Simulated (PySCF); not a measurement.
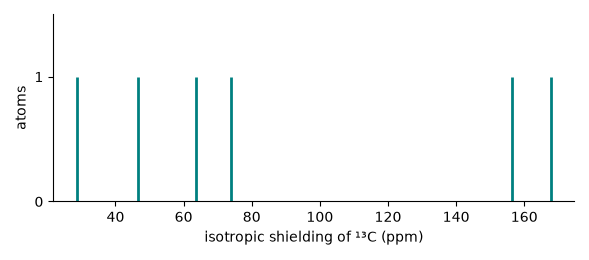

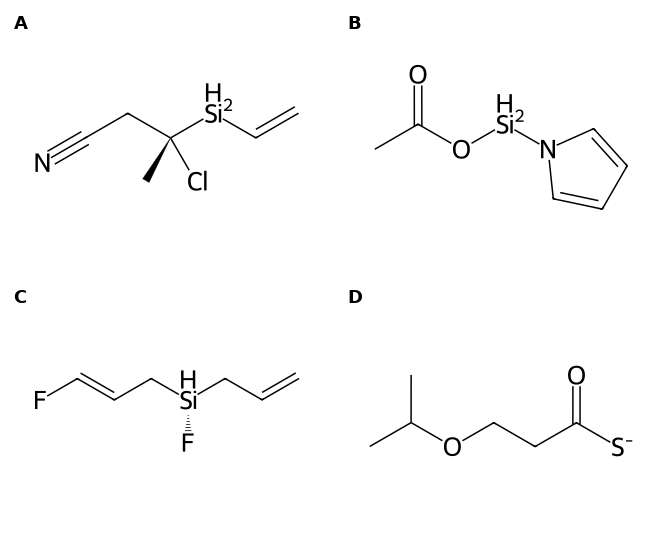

The sticks are computed shieldings of one of the molecules, for one fixed geometry (GFN2-xTB) without averaging over rotations. Low shielding means a high chemical shift. Method: GIAO PBE0/pcSseg-1 NMR shielding, non-relativistic, gas phase (PySCF 2.14.0).

Which molecule gives this pattern?

C, `C=CC[Si@H](F)C/C=C/F`. Its 6 C atoms give lines at 28.7, 46.6, 63.8, 74.0, 156.5, 167.7 ppm.

The geometry is semi-empirical. Around Si such bond lengths and angles can be off by a tenth of an ångström or more and by several degrees, and values that hang on the shape move with them.
